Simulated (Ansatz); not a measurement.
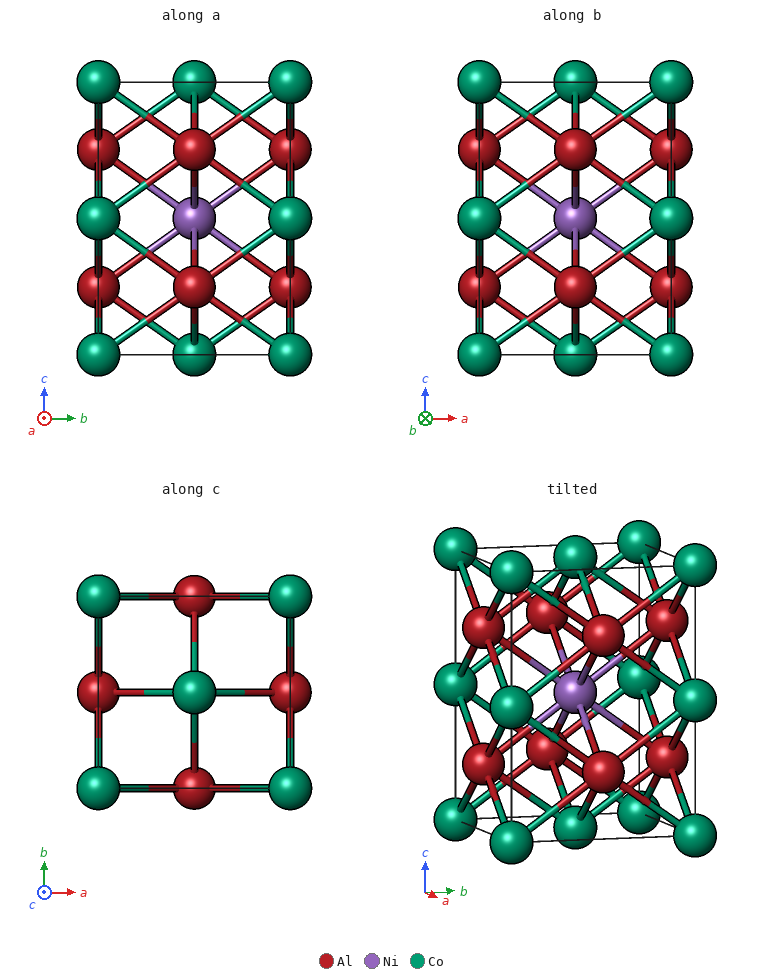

Ball-and-stick representation of a periodic structure, projected along the a axis, along the b axis, along the c axis and slightly off an axis. The wireframe shows the conventional unit cell.

Lattice parameters: a = 4.0466 Å, b = 4.0466 Å, c = 5.7459 Å, α = 90.000°, β = 90.000°, γ = 90.000°.

Set out the cell and atoms as a CIF in P1 with every atom of the cell, with free fractional coordinates to two decimals.

Answer.
```cif
data_structure
_symmetry_space_group_name_H-M 'P 1'
_symmetry_Int_Tables_number 1
_cell_length_a 4.0466
_cell_length_b 4.0466
_cell_length_c 5.7459
_cell_angle_alpha 90.000
_cell_angle_beta 90.000
_cell_angle_gamma 90.000
_cell_volume 94.09
loop_
_atom_site_label
_atom_site_type_symbol
_atom_site_fract_x
_atom_site_fract_y
_atom_site_fract_z
_atom_site_occupancy
Al1 Al 0.00 0.50 0.75 1
Al2 Al 0.00 0.50 0.25 1
Al3 Al 0.50 0.00 0.75 1
Al4 Al 0.50 0.00 0.25 1
Ni1 Ni 0.50 0.50 0.50 1
Co1 Co 0.00 0.00 0.00 1
Co2 Co 0.00 0.00 0.50 1
Co3 Co 0.50 0.50 0.00 1
```

The starting point was a structure type filled with these elements by a generator (whether the compound takes this form wasn't checked). What is shown is the relaxed result from Ansatz, DFT PBE, scalar-relativistic, plane waves, PAW.
